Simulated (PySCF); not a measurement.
Molecule: Si(F)2(SH)2, SMILES F[Si](F)(S)S. Atoms near the plane z = 0.0 Å, at the CAM-B3LYP/def2-SVP optimised geometry (x, y, z in Å): Si2 (-0.6, -0.7, 0.0), S4 (-1.6, 1.2, 0.0), S5 (1.5, -0.7, 0.0), H6 (-0.8, 1.6, -1.0), H7 (1.6, 0.2, 1.0).

Computed with CAM-B3LYP/def2-TZVP (PySCF). Cells within 0.4 Å of a nucleus heavier than hydrogen are left out (blank, or x). The values are rescaled to run from 0 to 1.

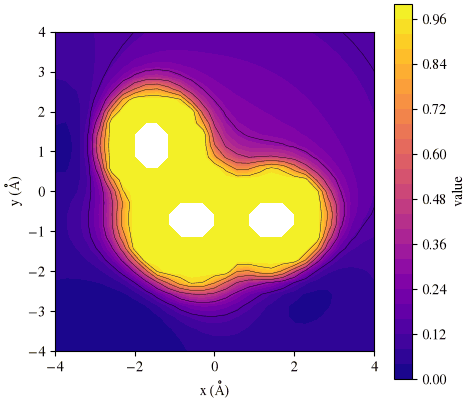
*a field on the plane z = 0.0 Å.*

Problem. Which quantity is mapped?
A) log10 of the electron density
B) Laplacian of the electron density
C) electrostatic potential
D) an orbital amplitude

Solution. C, electrostatic potential. In full: electrostatic potential (hartree/e), clipped to [-0.08, 0.12].
